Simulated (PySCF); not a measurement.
C₂H₈OSi₂, SMILES `C[SiH]1CO[SiH2]1`.

PySCF calculation, B3LYP/6-31+G*, gas phase; geometry: GFN2-xTB. No frequency check shows the geometry to be a minimum.

Geometry (Å), atoms numbered from 1:

```
C1      -2.3870    0.3470   -0.5173
Si2     -0.8295    0.0698    0.5370
C3       0.2320   -1.4357   -0.0633
O4       1.4782   -0.7681   -0.3177
Si5      1.2862    0.8490   -0.0434
H6      -2.1517    0.4382   -1.5738
H7      -2.8931    1.2568   -0.2102
H8      -3.0905   -0.4734   -0.4039
H9      -1.2356   -0.1329    1.9398
H10      0.4136   -2.2227    0.6713
H11     -0.0919   -1.9173   -0.9893
H12      1.5074    1.5900   -1.2890
H13      2.2523    1.2753    0.9690
```

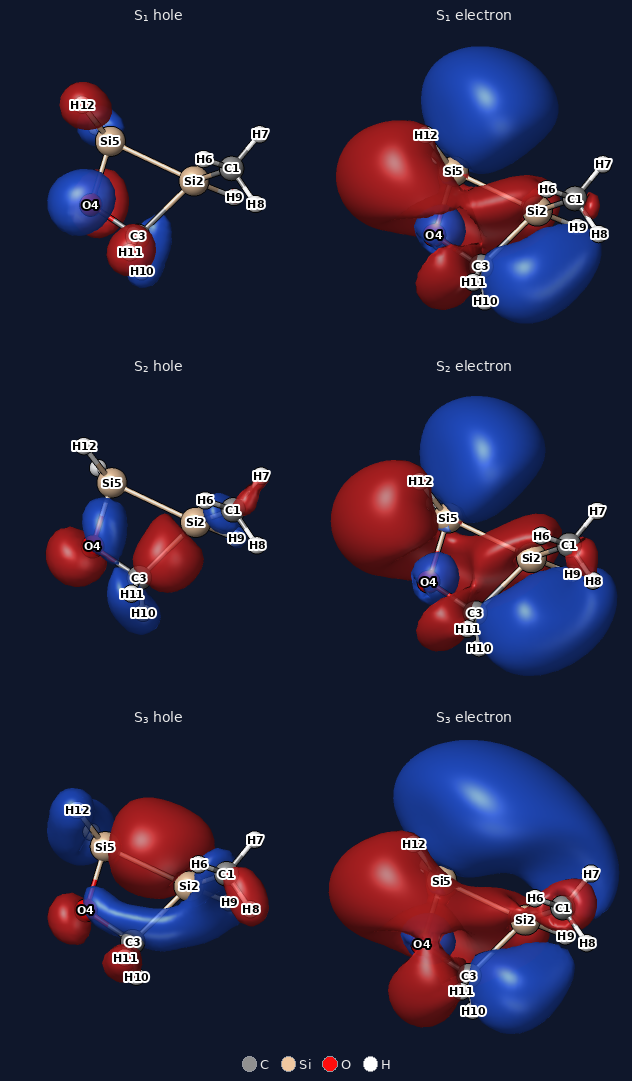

Leading natural transition orbitals (TDA singlet states).

**Describe these excited states.**

By state:
- S₁: 5.76 eV (215 nm), f = 0.001 (very weak); the leading pair carries 99 %; hole on O4 (52 %), Si5 (11 %) and C3 (10 %), electron on Si5 (49 %), Si2 (16 %) and C3 (8 %); their centroids lie 1.3 Å apart.
- S₂: 5.87 eV (211 nm), f = 0.004, partly diffuse acceptor orbital; the leading pair carries 99 %; hole on O4 (38 %), C3 (22 %) and Si2 (16 %), electron on Si5 (45 %), Si2 (19 %) and C3 (8 %) (atom shares of so diffuse an orbital are rough); their centroids lie 1.4 Å apart; S₃ lies within 0.1 eV of it.
- S₃: 5.94 eV (209 nm), f = 0.056, partly diffuse acceptor orbital; the leading pair carries 94 %; hole on Si2 and Si5 (31 % each), O4 (9 %) and C3 (8 %), electron on Si5 (44 %), Si2 (19 %) and C3 (8 %) (atom shares of so diffuse an orbital are rough); their centroids lie 0.6 Å apart; S₂ lies within 0.1 eV of it.

The PySCF run took 72 s on 1 thread of Intel(R) Xeon(R) 6975P-C (Granite Rapids) (shared host), peak memory 0.67 GiB.
